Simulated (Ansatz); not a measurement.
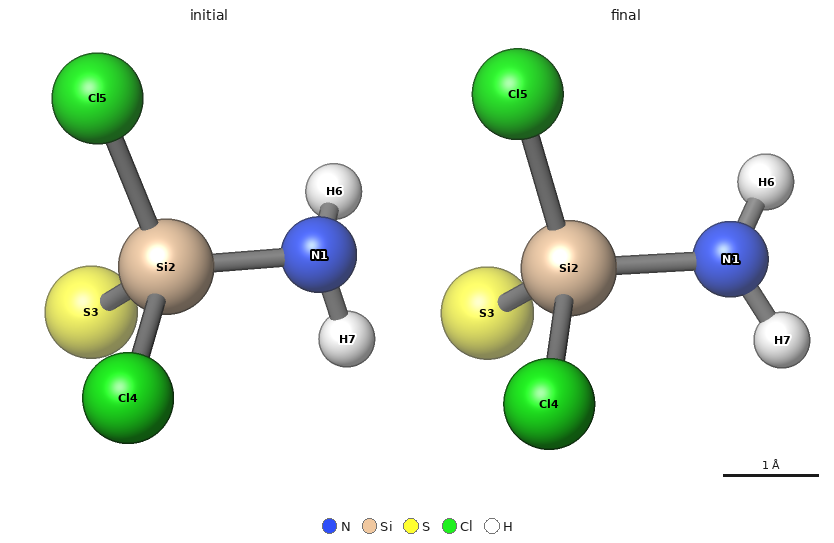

The structure of SiNH₂SCl₂ (multiplicity 2) (coarse preliminary run) before (left) and after (right) a relaxation, at one scale.

The picture is a ball-and-stick view, seen at a tilt.

The start comes from a force field.

Theory: Ansatz 0.2.0, UKS PBE-D4/def2-SVP. (force threshold 0.03 eV/Å; at most 200 steps)

### What changed between the two?

The largest move after the best rigid fit is that of S3, 0.23 Å. Largest moves by element: S 0.23 Å, H 0.22 Å, Si 0.17 Å, N 0.14 Å, Cl 0.10 Å. Among the contacts that change: Si2–Cl4 1.959 → 2.070 Å, N1–Si2 1.652 → 1.750 Å, N1–H6 0.988 → 1.024 Å, Si2–Cl5 2.045 → 2.071 Å. Bond angles that change, for instance: Si2–N1–H7 107.6° → 120.5°, Si2–N1–H6 111.4° → 120.5°, H6–N1–H7 104.3° → 112.6°. The energy falls by 11.9 kcal/mol in 6 geometry steps. The largest force component goes from 2.5 to 0.021 eV/Å. Cost: 13 s on 4 threads of Arm Neoverse V2, on a shared host.
